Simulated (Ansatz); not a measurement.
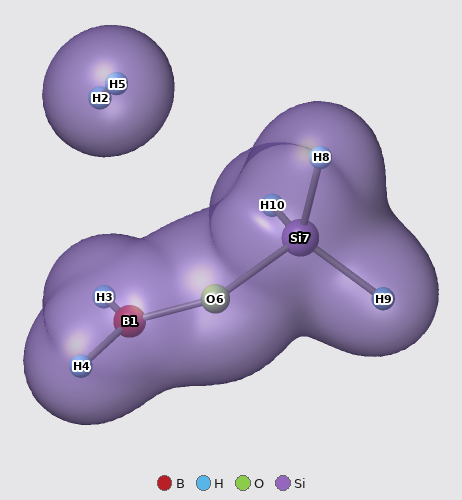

Figure. BH$_{5}$OSi···H$_{2}$. Isosurface of the total electron density at 0.1 e/Å³ (purple), seen across its widest extent.

The product side of a reaction path; geometry: PBE0-D4/def2-TZVP.

The calculation used RKS PBE0-D4/def2-TZVPP in Ansatz 0.2.0.

```yaml
atoms:
  - { symbol: B, position_ang: [-1.4869, -0.1133, -0.6195] }
  - { symbol: H, position_ang: [1.0362, 1.8204, -1.3340] }
  - { symbol: H, position_ang: [-0.9045, -0.4088, -1.6312] }
  - { symbol: H, position_ang: [-2.6070, 0.3125, -0.6358] }
  - { symbol: H, position_ang: [1.0198, 2.2504, -0.7238] }
  - { symbol: O, position_ang: [-0.8823, -0.2616, 0.5743] }
  - { symbol: Si, position_ang: [0.6330, -0.7879, 0.9927] }
  - { symbol: H, position_ang: [1.3157, 0.3109, 1.7155] }
  - { symbol: H, position_ang: [0.4761, -1.9608, 1.8848] }
  - { symbol: H, position_ang: [1.3999, -1.1620, -0.2229] }
```

**What does this surface tell about the bonding?**

At this value the surface falls into two separate pieces. It bridges the sampled B–O (1.35 Å), Si–O (1.66 Å) and H–H (0.75 Å) contacts, where the density stays above the isovalue. It is pinched off along the sampled Si···H (3.51 Å) contacts. On the grid the lowest density along these lines, outside the cores, is 0.02 e/Å³ (Si···H, 3.51 Å), 1.6 e/Å³ (B–O, 1.35 Å), 0.97 e/Å³ (Si–O, 1.66 Å) and 1.8 e/Å³ (H–H, 0.75 Å).
